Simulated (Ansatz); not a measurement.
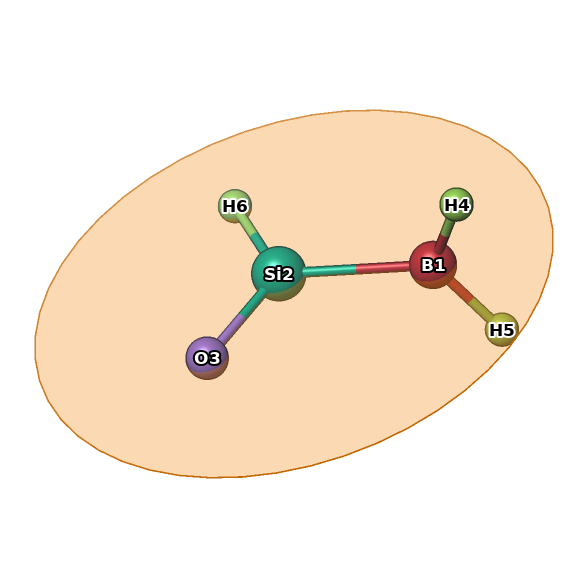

A disc through the centre of mass is drawn in. Depth is shown by fading: the farther an atom, the more it takes the colour of the background. The geometry was computed by an optimisation with PBE-D4/def2-SVP. No frequency run is at hand to confirm it as a minimum.

Is the plane of the disc a mirror plane of the structure?

Answer. Yes. The reflection leaves B1, Si2, O3, H6 in place and moves H4 ↔ H5. The point group is Cs.
